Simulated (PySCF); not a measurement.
**BeS2: relaxation and vibrations of the singlet**

Aim: relax BeS2 as a singlet from a side-on start, check by its vibrations whether the end is a minimum, and collect its spectrum and constants.

Method: PBE0, basis Be def2-TZVP, S def2-TZVP, no relativity, density fitting; program: PySCF 2.14.0.

### Step 1. The starting structure

3 atoms, charge 0, spin multiplicity 1.

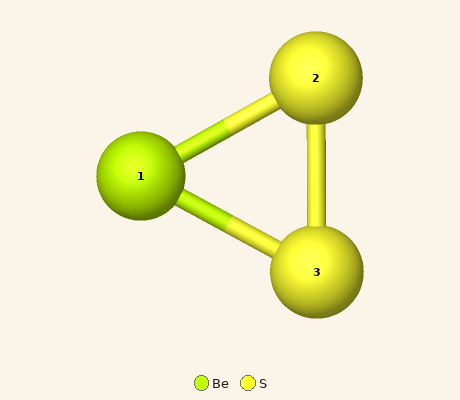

As it starts; beryllium green, sulfur yellow; atoms are numbered from 1 in the order of the file.

```xyz
3
charge 0 multiplicity 1
Be    0.0000    0.0000    0.0000
S     1.0200    0.0000    1.8488
S    -1.0200    0.0000    1.8488
```

### Step 2. First SCF at the start

The steps below are one call of a driver around PySCF. For each, scf.py gives the equivalent set-up of the SCF; relaxations use the driver's own optimiser. After this first run the driver tries any further starts and a stability analysis.

Contents of scf.py:

```python
from pyscf import gto, scf, dft
mol = gto.M(atom='''
Be     0.000000     0.000000     0.000000
S      1.020000     0.000000     1.848800
S     -1.020000     0.000000     1.848800''',
    basis={'Be': 'def2-TZVP', 'S': 'def2-TZVP'},
    charge=0, spin=0)
mf = dft.RKS(mol, xc='PBE0')
mf.grids.atom_grid = (50, 194)
aux = {'Be': 'def2-universal-JKFIT', 'S': 'def2-universal-JKFIT'}
mf = mf.density_fit(auxbasis=aux)
mf.conv_tol = 1e-08
mf.diis_space = 10
mf.max_cycle = 60
mf.init_guess = 'minao'
mf.verbose = 4
mf.kernel()
```

Command:

```console
$ OMP_NUM_THREADS=2 python axn.py task.json out
```

Log:

```text
init E= -811.118564456854
  HOMO = -0.237123114802934  LUMO = -0.158779096815827  gap/eV = 2.13185
cycle= 1 E= -810.748605825549  delta_E= 0.37  |g|= 0.344  |ddm|= 1.84
  HOMO = -0.193475393172491  LUMO = -0.121127381979726  gap/eV = 1.96869
cycle= 2 E= -809.911833111102  delta_E= 0.837  |g|= 1.37  |ddm|= 2.11
  HOMO = -0.179397363208871  LUMO = -0.143763008239631  gap/eV = 0.96966
cycle= 3 E= -810.805996650978  delta_E= -0.894  |g|= 0.0752  |ddm|= 1.97
  HOMO = -0.188690276484198  LUMO = -0.160616596277094  gap/eV = 0.76392
cycle= 4 E= -810.809721035284  delta_E= -0.00372  |g|= 0.0224  |ddm|= 0.138
  HOMO = -0.187720018371625  LUMO = -0.155786389049215  gap/eV = 0.86896
cycle= 5 E= -810.809846338753  delta_E= -0.000125  |g|= 0.015  |ddm|= 0.0308
  HOMO = -0.189430409121712  LUMO = -0.156559415657295  gap/eV = 0.89447
cycle= 6 E= -810.80990993424  delta_E= -6.36e-05  |g|= 0.00205  |ddm|= 0.0132
  HOMO = -0.189742532273815  LUMO = -0.156705284454876  gap/eV = 0.89899
cycle= 7 E= -810.809911048671  delta_E= -1.11e-06  |g|= 0.000813  |ddm|= 0.00197
  HOMO = -0.189857291632237  LUMO = -0.156631340275354  gap/eV = 0.90412
cycle= 8 E= -810.809911343035  delta_E= -2.94e-07  |g|= 0.000163  |ddm|= 0.00107
  HOMO = -0.189855219697126  LUMO = -0.156618291542653  gap/eV = 0.90442
cycle= 9 E= -810.809911352554  delta_E= -9.52e-09  |g|= 3.96e-05  |ddm|= 0.000163
  HOMO = -0.189857357052581  LUMO = -0.156618378741108  gap/eV = 0.90448
Extra cycle  E= -810.809911352861  delta_E= -3.06e-10  |g|= 3.34e-05  |ddm|= 6.79e-05
converged SCF energy = -810.809911352861
```

This step, with its further starts and checks, needed 7.1 s of wall time on 2 threads of Arm Neoverse V2, shared host.

The starts that the driver tried:

```csv
start,energy (Eh)
the minimal-basis guess,-810.809911
a thermally smeared density,-810.809911
a smeared PBE density,-810.809911
```

The first run landed in a state that is too high. Following the other starts and the instabilities gains 5.0 kJ/mol (-810.81183 Eh), and the work goes on from there.

### Step 3. Relaxing the singlet from the side-on start

The program finds C2v symmetry in the start, which this walk keeps. The walk stops when the largest gradient is under 0.0003 Eh/bohr and the energy has settled too.

Changes to scf.py since step 2:

```diff
@@ -3,3 +3,3 @@
-Be     0.000000     0.000000     0.000000
-S      1.020000     0.000000     1.848800
-S     -1.020000     0.000000     1.848800''',
+Be     0.000000     0.000000    -1.620421
+S      1.020000     0.000000     0.228379
+S     -1.020000     0.000000     0.228379''',
@@ -15 +14,0 @@
-mf.init_guess = 'minao'
```

Steps of the walk:

```csv
step,energy (Eh),change (kJ/mol),largest symmetric gradient (Eh/bohr)
0,-810.811827,0.00,0.07482
1,-810.837850,-68.32,0.05879
2,-810.840662,-75.71,0.07542
3,-810.850436,-101.37,0.00440
4,-810.850479,-101.48,0.00080
5,-810.850481,-101.49,0.00019
```

The walk took 4.6 s.

Positions (Å) and forces (eV/Å) along the way:

```
step 0
Be   0.000   0.000  -1.620   0.000   0.000   3.848
S    1.020   0.000   0.228   1.034   0.000  -1.924
S   -1.020   0.000   0.228  -1.034   0.000  -1.924
step 1
Be   0.000   0.000  -1.507   0.000   0.000   3.023
S    1.063   0.000   0.172   0.511   0.000  -1.512
S   -1.063   0.000   0.172  -0.511   0.000  -1.512
step 3
Be   0.000   0.000  -1.377   0.000   0.000   0.226
S    1.125   0.000   0.107  -0.108   0.000  -0.113
S   -1.125   0.000   0.107   0.108   0.000  -0.113
step 5
Be   0.000   0.000  -1.371   0.000   0.000  -0.001
S    1.124   0.000   0.104  -0.010   0.000   0.001
S   -1.124   0.000   0.104   0.010   0.000   0.001
```

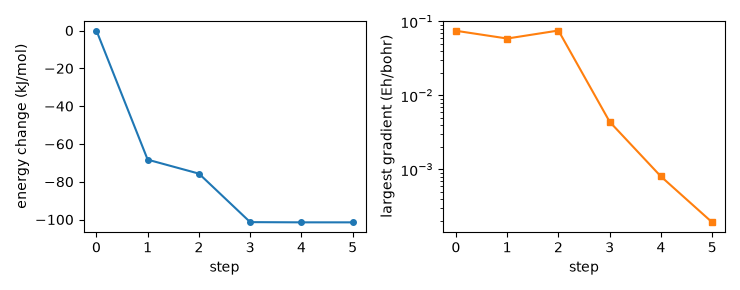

How energy and gradient fall.

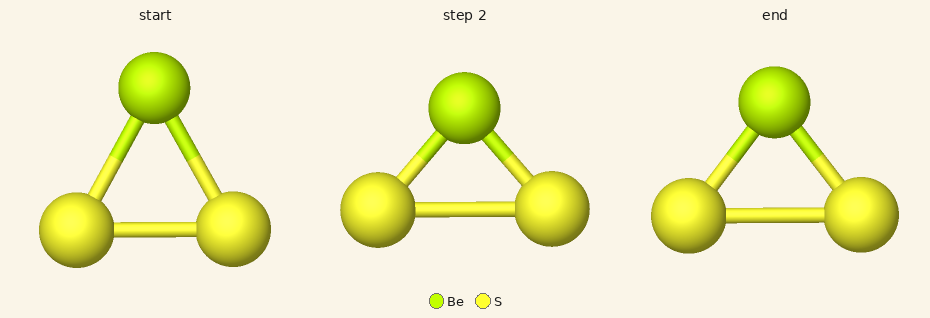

Start and end of the relaxation, with a step between.

End point (C2v, 5 steps, 101.5 kJ/mol gained): Be–S 1.854 Å (×2), S–S 2.247 Å; Be–S–S 52.7° (×2), S–Be–S 74.6°.

### Step 4. Frequencies

The point is checked on the finer grid, and tightened if its gradient asks for it. The Hessian and the dipole derivatives come from central differences of analytic gradients, with steps of 0.02 bohr.

Changes to scf.py since step 3:

```diff
@@ -3,3 +3,3 @@
-Be     0.000000     0.000000    -1.620421
-S      1.020000     0.000000     0.228379
-S     -1.020000     0.000000     0.228379''',
+Be     0.000000     0.000000    -1.292836
+S      1.122974     0.000000     0.182334
+S     -1.122974     0.000000     0.182334''',
@@ -9 +9 @@
-mf.grids.atom_grid = (50, 194)
+mf.grids.atom_grid = (75, 302)
@@ -12 +12 @@
-mf.conv_tol = 1e-08
+mf.conv_tol = 1e-10
```

The driver hands on the density of the step before, so the log starts near convergence.

SCF at the final geometry:

```text
init E= -810.850493460645
  HOMO = -0.220041097609325  LUMO = -0.116603702554386  gap/eV = 2.81467
cycle= 1 E= -810.850493460488  delta_E= 1.57e-10  |g|= 2.63e-05  |ddm|= 3.53e-05
  HOMO = -0.220040896144919  LUMO = -0.116602109219535  gap/eV = 2.81471
cycle= 2 E= -810.850493459936  delta_E= 5.52e-10  |g|= 4.91e-05  |ddm|= 6.54e-05
  HOMO = -0.220040908916729  LUMO = -0.116602788694287  gap/eV = 2.81469
cycle= 3 E= -810.850493460705  delta_E= -7.69e-10  |g|= 2.06e-06  |ddm|= 4.3e-05
  HOMO = -0.220040959656732  LUMO = -0.116602986003787  gap/eV = 2.81469
cycle= 4 E= -810.85049346071  delta_E= -5.57e-12  |g|= 1.26e-07  |ddm|= 1.7e-06
  HOMO = -0.220040979448562  LUMO = -0.116602969882624  gap/eV = 2.81469
Extra cycle  E= -810.850493460711  delta_E= -3.41e-13  |g|= 1.81e-07  |ddm|= 2.66e-07
converged SCF energy = -810.850493460711
```

The whole step took 13 s.

Geometry: C2v; Be–S 1.854 Å (×2), S–S 2.246 Å; Be–S–S 52.7° (×2), S–Be–S 74.6°.

Modes, for the most abundant isotopes:

| symmetry | ω (cm⁻¹) | IR (km/mol) | μ (u) |
| --- | --- | --- | --- |
| a1 | 375 | 12.0 | 26.93 |
| b2 | 724 | 66.8 | 11.26 |
| a1 | 907 | 68.9 | 10.50 |

Every mode is real; the point is a minimum.

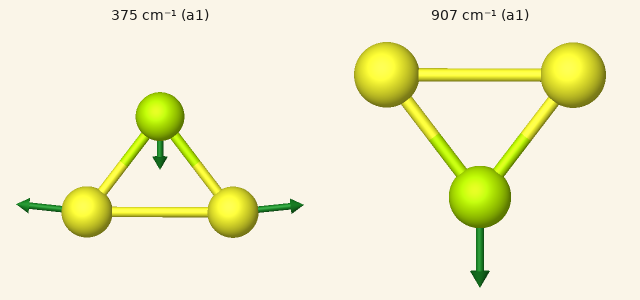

Displacements of 2 of the modes, as arrows (one member where a mode is degenerate).

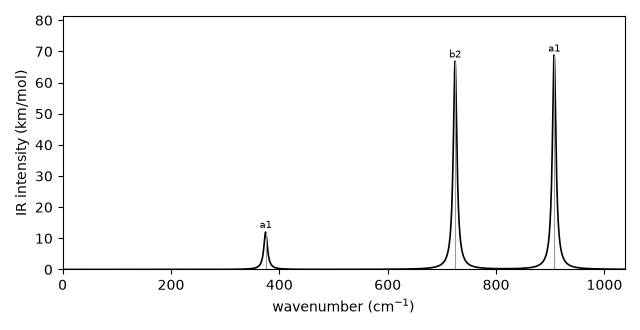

The harmonic infrared spectrum (widths in cm⁻¹). Lines are broadened to a width of 8 cm⁻¹ (Lorentzian).

Properties at this point:

- Dipole moment: 4.21 D
- Highest occupied level: -5.99 eV
- Lowest empty level: -3.17 eV
- Rotational constants: 0.9807, 0.2091, 0.1723 cm⁻¹
- Zero-point energy: 12.0 kJ/mol
- Principal polarisabilities: 36.8, 50.9, 61.0 bohr³
- Atomisation energy without zero-point energy: 702 kJ/mol
- Principal traceless quadrupole moments about the centre of mass: -5.88, -5.32, 11.20 D Å
- Entropy at 298.15 K and 1 bar: 260.4 J/(mol K)
- Heat capacity Cp at 298.15 K: 45.0 J/(mol K)
- Enthalpy at 298.15 K above 0 K: 11.20 kJ/mol
- Rotational symmetry number: 2

Populations by atom (charges in e):

```json
{"atom": "Be1", "Mulliken": "0.13", "Löwdin": "-0.45", "polar tensor": "0.72", "Mayer order to Be1": "–"}
{"atom": "S2,3", "Mulliken": "-0.07", "Löwdin": "0.22", "polar tensor": "-0.36", "Mayer order to Be1": "1.36"}
```

Outer orbital energies (eV). occupied: -112.35, -21.13, -17.21, -10.48, -9.41, -8.86, -7.88, -5.99; empty: -3.17, -1.78, -0.34, 1.17.

Mulliken populations on Be1: s 2.59, p 1.10, d 0.17.

### Step 5. Stability of the closed shell

At the lowest minimum the closed shell is tested against spin polarisation, on the (50, 194) grid. It is stable.

### Step 6. Summary of results

```
                                 quantity                                                            value
                                  minimum                                                     singlet, C2v
                                 geometry  Be–S 1.854 Å (×2), S–S 2.246 Å; Be–S–S 52.7° (×2), S–Be–S 74.6°
                       wavenumbers (cm⁻¹)                                     375 (a1), 724 (b2), 907 (a1)
                            dipole moment                                                           4.21 D
     highest occupied, lowest empty level                                                  -5.99, -3.17 eV
               polar-tensor charge of Be1                                                          +0.72 e
                        zero-point energy                                                      12.0 kJ/mol
                      entropy at 298.15 K                                                  260.4 J/(mol K)
atomisation energy (no zero-point energy)                                                       702 kJ/mol
```

**Reading.** The molecule stays C2v, as typed, and the end point is a minimum. In the infrared the band at 907 cm⁻¹ (a1) leads. The first SCF alone would have been 5 kJ/mol too high. Other starts or spin states, not run here, may lie lower.

The search up to here needed 26 s of wall time on 2 threads of Arm Neoverse V2, shared host.
